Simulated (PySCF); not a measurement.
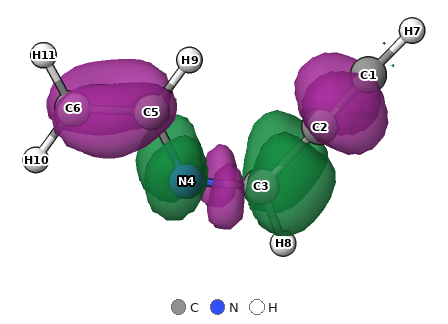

Figure 1: C5H5N, SMILES `C#C/C=N\C=C`. Unrelaxed difference density of S₃ less the ground state (TDA singlet states), ±0.02 e/Å³; green: gain, purple: loss.

Method: LC-wPBE/cc-pVDZ; geometry: GFN2-xTB; program: PySCF. No frequency check shows the geometry to be a minimum. Without diffuse functions Rydberg states are missing, so the states' numbers hold for this basis only.

Input

```python
import numpy as np
from pyscf import gto, scf, dft, tdscf
from pyscf.scf import atom_ks, atom_hf
from scipy.linalg import block_diag

def solve(mol, dm0=None, hcore=None):
    mf = (dft.UKS if mol.spin else dft.RKS)(mol, xc='lc_wpbe')
    mf.grids.level = 3
    mf = mf.density_fit(auxbasis='def2-universal-jkfit')
    mf.conv_tol, mf.max_cycle = 1e-8, 80
    if hcore is not None:
        mf.get_hcore = lambda *args: hcore
    mf.kernel(dm0)
    if not mf.converged:
        mf = mf.newton().run(mf.mo_coeff, mf.mo_occ, max_cycle=30)
    assert mf.converged, 'SCF not converged'
    return mf

mol = gto.M(atom='''
C     -2.49124    -0.82751     0.00000
C     -1.65417     0.03655     0.00000
C     -0.64479     1.03108     0.00000
N      0.61667     0.86172     0.00000
C      1.17525    -0.39591     0.00000
C      2.49872    -0.52854     0.00000
H     -3.24080    -1.56303     0.00000
H     -1.00004     2.05780     0.00000
H      0.51648    -1.26623     0.00000
H      3.13406     0.33998     0.00000
H      2.97097    -1.49465     0.00000
''', basis='cc-pvdz', charge=0, spin=0, verbose=4)
mf = solve(mol)
td = mf.TDA()
td.nstates, td.singlet, td.conv_tol = 5, True, 1e-5
td.kernel()
td.analyze()
x, y = np.array([p[0] for p in td.xy]), np.array([p[1] + 0 * p[0] for p in td.xy])
f, mu = td.oscillator_strength(), td.transition_dipole()
nto = [td.get_nto(state=i + 1, verbose=4) for i in range(len(td.e))]
# spherically averaged free atoms, for the promolecule
atm = atom_ks.get_atm_nrks(mol, xc='lc_wpbe')
pro = block_diag(*[(atm[a[0]][2] * atm[a[0]][3]) @ atm[a[0]][2].T for a in mol._atom])
np.savez('result.npz', e=td.e, f=f, ok=td.converged, w=[n[0] for n in nto], nto=[n[1] for n in nto], x=x, y=y, c=mf.mo_coeff, occ=mf.mo_occ, eps=mf.mo_energy, pro=pro, mu=mu)
```

Launched as:

```sh
OMP_NUM_THREADS=1 python input.py
```

The run took 4.8 min on 1 thread of Intel(R) Xeon(R) Processor @ 2.50GHz (Skylake/Cascade Lake) (shared host), peak memory 0.61 GiB.

### How does the charge move on excitation?

0.41 e is displaced in all, of which about 0.2 e passes between atoms: C6 (0.09 e) and C5 (0.07 e) lose electrons and C3 (0.12 e) and N4 (0.07 e) gain them. The state: 5.65 eV (220 nm), f = 0.691 (bright), π → π*; the leading pair carries 89 %; hole on C1 (23 %), C6 (19 %) and C2 (16 %), electron on C3 (22 %), C1 (20 %) and N4 (19 %); their centroids lie 0.5 Å apart.
